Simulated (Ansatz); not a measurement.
The starting structures come from a database of crystals and need not be the phases stable at ambient conditions.

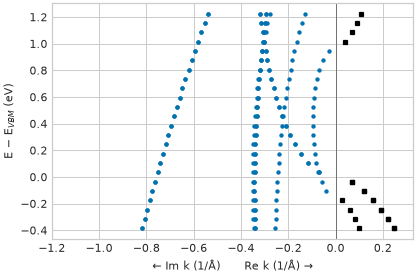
Fig. 1. Complex bands at the centre of the two-dimensional zone; Ansatz (a first-principles code) with r2SCAN

No gap correction and no spin-orbit coupling; mid-gap values are interpolated between computed energies.

This is In₂HgTe₄ (I-4, not sure to be the ambient phase, 7 atoms a cell, 36.3 Å³ an atom) along the normal of (001). Read off the slowest decay at the centre of the two-dimensional zone at 0.46 eV, the computed energy nearest the middle of the gap.

κ ≈ 0.10 1/Å, a decay length 1/(2κ) of the density of 5.2 Å.
